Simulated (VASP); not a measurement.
Consider the following.

```yaml
crystal:
  lattice:
    - [1.83299, -3.17483, 0.00000]
    - [1.83299, 3.17483, 0.00000]
    - [0.00000, 0.00000, 5.65558]
  atoms:
    - { symbol: Y, position: [0.33333, 0.66667, 0.25000] }
    - { symbol: Y, position: [0.66667, 0.33333, 0.75000] }
```

All values below come from MS2 meta-GGA, VASP's PBE PAW potentials (set 64) (plane waves; VASP). Run with 520 eV cut-off, 13×13×7 Γ-centred mesh, tetrahedra with Blöchl corrections, potentials Y_sv.

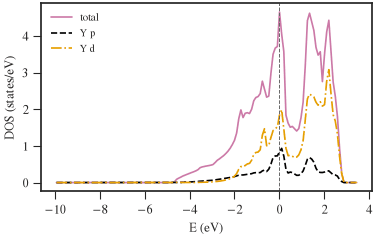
Figure: Total and projected density of states, zero at the Fermi level

Within 2 eV below the Fermi level the largest weight inside VASP's projection spheres is Y d, then Y p.

It has no gap at this level: it comes out as a metal or semimetal.

The compound is Y in the hcp structure. It was relaxed first.
